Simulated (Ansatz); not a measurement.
# Appearance energy of a fragment ion: Si(CH3)Cl3 → [SiCl3]+ + CH3 + e⁻

Species: Si(CH3)Cl3 (methyltrichlorosilane), singlet; [SiCl3]+ `Cl[Si+](Cl)Cl`, singlet; CH3 (methyl radical) `[CH3]`, doublet. 

Shapes, held fixed at every level: PBE0-D4/def2-TZVP. Programs: Ansatz 0.2.0. Electronic energies: no zero-point or thermal term.

| level | kind | ΔE (eV) | less CCSD(T)/CBS estimate |
| --- | --- | --- | --- |
| SPW92/def2-TZVPP | LDA | +12.45 | +0.33 |
| B3LYP-D4/def2-TZVPP | global hybrid | +11.94 | -0.18 |
| BHLYP-D4/def2-TZVPP | global hybrid | +11.91 | -0.21 |
| PBE0-D4/def2-TZVPP | global hybrid | +12.01 | -0.11 |
| wB97M-V/def2-TZVPP | range-separated hybrid | +12.02 | -0.10 |
| MP2/def2-SVP | perturbation theory | +11.78 | -0.34 |
| CCSD/def2-TZVPP | coupled cluster or CI | +11.83 | -0.29 |
| CCSD(T)/CBS estimate | coupled cluster or CI | +12.12 | 0.00 |

The highest level, CCSD(T)/CBS estimate, gives ΔE = +12.12 eV; the levels span +11.78 to +12.45. The column of differences is taken from that level and isn't an error. No measured value is set beside it here. Open shells run unrestricted unless RO is named. The CBS estimate extrapolates MP2 from def2-TZVPP and def2-QZVPP and adds CCSD(T) − MP2 in the triple-zeta set, cores frozen. The onset seen in experiment also holds zero-point changes and kinetic shifts.

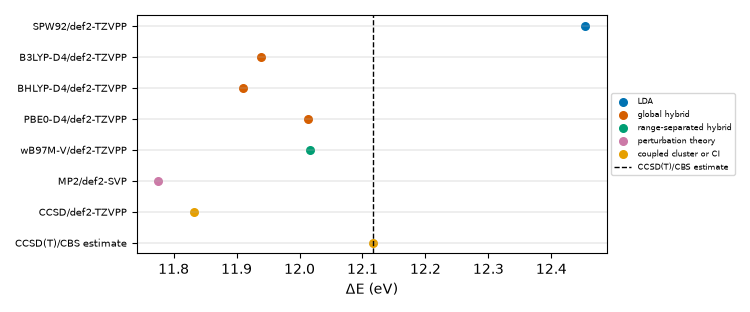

The values of the table, level by level.
